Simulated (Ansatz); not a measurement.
## SiNH5 (Si(NH2)H3): methods side by side

The species is SiNH5 (7 atoms), meant as a singlet with charge 0. SMILES: `[H][Si]([H])([H])N`. The coordinates come from a GFN2-xTB relaxation.

```xyz
7

Si   -0.0007    0.0024   -0.6830
N     0.0907    0.1787    1.0286
H     0.7077   -0.4282    1.5438
H    -0.7637    0.3074    1.5458
H     1.3878   -0.0099   -1.1355
H    -0.7479    1.1693   -1.1461
H    -0.6738   -1.2197   -1.1536
```

Each level gives the energy change with the Si1–H5 bond stretched from 1.460 to 1.825 Å (eV). The values are calculated.

```csv
level,kind,program,value (eV),less FCI/STO-3G
HF/STO-3G (restricted),Hartree–Fock,Ansatz,1.53,+0.39
SVWN5/STO-3G (restricted),LDA,Ansatz,1.11,-0.03
r2SCAN/STO-3G (restricted),meta-GGA,Ansatz,1.16,+0.02
r2SCAN0/STO-3G (restricted),hybrid meta-GGA,Ansatz,1.27,+0.13
wB97M-V/STO-3G (restricted),range-separated hybrid,Ansatz,1.25,+0.11
MP2/STO-3G (restricted),perturbation theory,Ansatz,1.31,+0.17
CCSDT(Q)/STO-3G (restricted),coupled cluster or CI,Ansatz,1.14,0.00
CCSDT/STO-3G (restricted),coupled cluster or CI,Ansatz,1.14,0.00
FCI/STO-3G,exact in the basis,Ansatz,1.14,0.00
```

FCI/STO-3G is exact within its basis and frozen core, so for wave-function methods in that basis the difference is their error; functionals converge differently with the basis, so for them it is only a difference. The first shape isn't each level's own minimum. The values span 1.11 to 1.53 eV. All rows use very small basis sets, so none should be taken for the real molecule's value.

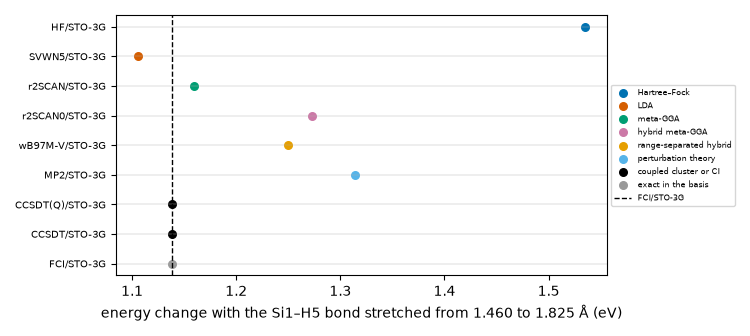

The values of the table, level by level.
